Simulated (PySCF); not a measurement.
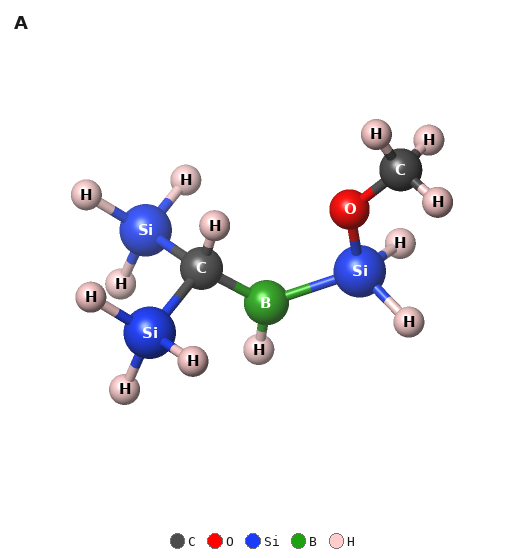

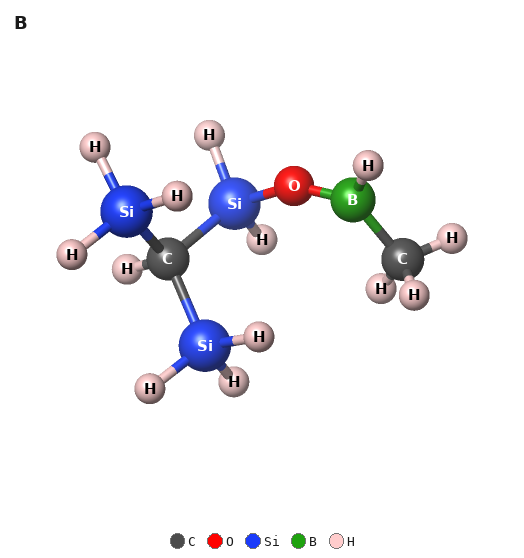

2 stationary structures of one formula. Geometries: GFN2-xTB. Electronic energies: PBE0/pcSseg-1 (PySCF 2.14.0), without zero-point energy. No frequency run is at hand to confirm each as a minimum. Each is one conformer, not always the lowest.

> Which is lowest in energy, and by how much?

B is lowest; A lies 2.414 eV above it. A is `CO[SiH2]BC([SiH3])[SiH3]`, B is `CBO[SiH2]C([SiH3])[SiH3]`.

The geometry is semi-empirical. Around B, Si such bond lengths and angles can be off by a tenth of an ångström or more and by several degrees, and values that hang on the shape move with them.
